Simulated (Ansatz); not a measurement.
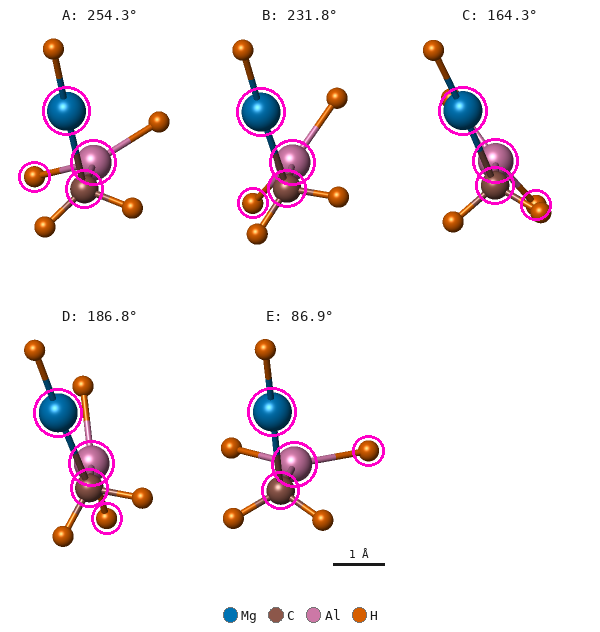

A scan of CH5AlMg: one Mg–C–Al–H dihedral angle is varied, with all other coordinates relaxed. A ball-and-stick model, seen almost along the central bond, with a slight tilt. The ringed atoms are those of the scanned coordinate.

Single-point energies from Ansatz with B3LYP-D4 in the def2-TZVPP basis, on geometries relaxed under the constraint at PBE0-D4/def2-TZVP. Energies are counted from the PBE0-D4/def2-TZVP minimum geometry at the same level.

Order these geometries by energy, lowest first.

Lowest first: E (the dihedral 86.9°, 0.0 kJ/mol), A (the dihedral 254.3°, 1.2 kJ/mol), B (the dihedral 231.8°, 5.6 kJ/mol), C (the dihedral 164.3°, 17.0 kJ/mol), D (the dihedral 186.8°, 19.3 kJ/mol). Over the whole scan: the lowest computed point lies at the dihedral 86.9° (0.0 kJ/mol). A local maximum lies at 186.8° (19.3 kJ/mol). The highest point, at 186.8°, lies 19.3 kJ/mol above the lowest and gives the barrier to rotation to within the spacing of the points.
